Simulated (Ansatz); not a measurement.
# How far to go with the plane-wave cutoff: BaTiO₃ (Amm2, 5 atoms in the cell)

```yaml
crystal:
  lattice:
    - [4.00325, 0.00000, 0.00000]
    - [0.00000, 2.87691, 2.88972]
    - [0.00000, -2.87691, 2.88972]
  atoms:
    - { symbol: Ba, position: [0.00000, 0.01206, 0.01206] }
    - { symbol: Ti, position: [0.50000, 0.51850, 0.51850] }
    - { symbol: O, position: [0.50000, 0.97843, 0.49135] }
    - { symbol: O, position: [0.50000, 0.49135, 0.97843] }
    - { symbol: O, position: [0.00000, 0.48820, 0.48820] }
```

Method: LDA (PW92), default PAW files made with PBE (plane waves; Ansatz, an electronic-structure program).

Base settings: basis.ecutwfc = 30.9 Ry; kpoints.mp_grid.grid = 6 6 6; hamiltonian.xc = lda; hamiltonian.pseudopotentials = {kind: paw} (the program's default PAW files); scf.occupations.method = fixed.

The second cell is the first with its lattice scaled by 0.98.

The mesh stays at the base's, so the ladder's end is converged at best in this setting alone.

The first pressure column holds Ansatz's estimate of the finite-basis (Pulay) stress, which hides part of the cutoff error; the other is without it.

Only quantities that move along the ladder and can be compared are tabulated.

The count of work is k-points × plane waves × bands × iterations; it is no time. 

The starting cell comes from a database of computed structures (which also holds hypothetical and non-ambient phases and stackings), without a prior relaxation at this level. Its lattice was rescaled by up to half a per cent. One atom was moved a little off its site on purpose. In the base run, with a pressure of about -11 GPa the cell is away from its equilibrium volume at this level.

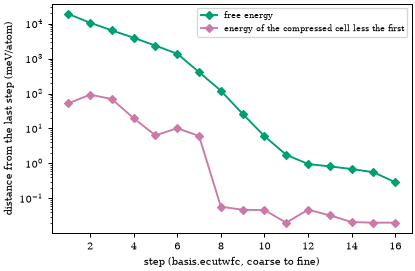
*Distance from the last step along the ladder; very small values are drawn at a floor.*

```tsv
basis.ecutwfc	free energy less the last step's (meV/atom)	energy of the compressed cell less the first (meV/atom)	pressure (GPa)	pressure without the Pulay estimate (GPa)	largest difference of a force vector from the last step's (eV/Å)	count of work / last
10.7 Ry	19043.53	19.07	14.54	-488.10	1.746	0.059
12.5 Ry	10691.74	59.76	9.60	-345.42	5.025	0.079
14 Ry	6443.52	36.45	-1.13	-249.89	2.871	0.092
15.4 Ry	3966.98	-13.56	-9.94	-180.29	1.395	0.094
16.9 Ry	2351.89	-39.46	-14.00	-126.03	0.154	0.10
18.4 Ry	1385.09	-43.32	-15.15	-87.88	0.568	0.13
21.7 Ry	410.47	-39.21	-11.99	-40.20	0.367	0.15
24.6 Ry	120.56	-33.09	-11.17	-21.72	0.046	0.19
27.9 Ry	26.12	-33.19	-11.29	-14.11	0.004	0.26
30.9 Ry	6.01	-33.19	-11.30	-12.01	0.001	0.31
33.8 Ry	1.75	-33.13	-11.27	-11.43	0.001	0.34
37.1 Ry	0.96	-33.10	-11.27	-11.29	0.002	0.40
41.5 Ry	0.82	-33.11	-11.27	-11.28	0.002	0.42
46.3 Ry	0.69	-33.12	-11.27	-11.28	0.001	0.50
54 Ry	0.56	-33.13	-11.27	-11.28	0.001	0.61
61.7 Ry	0.29	-33.14	-11.28	-11.29	0.000	0.76
74.2 Ry	0.00	-33.15	-11.28	-11.28	0.000	1.0
```

Coarsest basis.ecutwfc that holds the free energy within 5 meV/atom of the last step, with all finer ones: 33.8 Ry, at 0.34 of the last step's count of work; the step before is off by 6.0 meV/atom.

Coarsest basis.ecutwfc that holds the pressure without the Pulay estimate within 1 GPa of the last step, with all finer ones: 30.9 Ry, at 0.31 of the last step's count of work; the step before is off by 2.8 GPa.

Coarsest basis.ecutwfc that holds the forces within 0.01 eV/Å of the last step, with all finer ones: 27.9 Ry, at 0.26 of the last step's count of work; the step before is off by 0.046 eV/Å.

The energy difference between the two cells stays within 1 meV/atom of the last step's from 24.6 Ry on, the total only from 37.1 Ry on: much of the error is common to both cells and cancels.

At the lowest cutoff the pressure without the Pulay estimate lies 477 GPa under the last step's, the usual sign of Pulay stress in an incomplete plane-wave basis.

Keys are those of Ansatz 0.2.
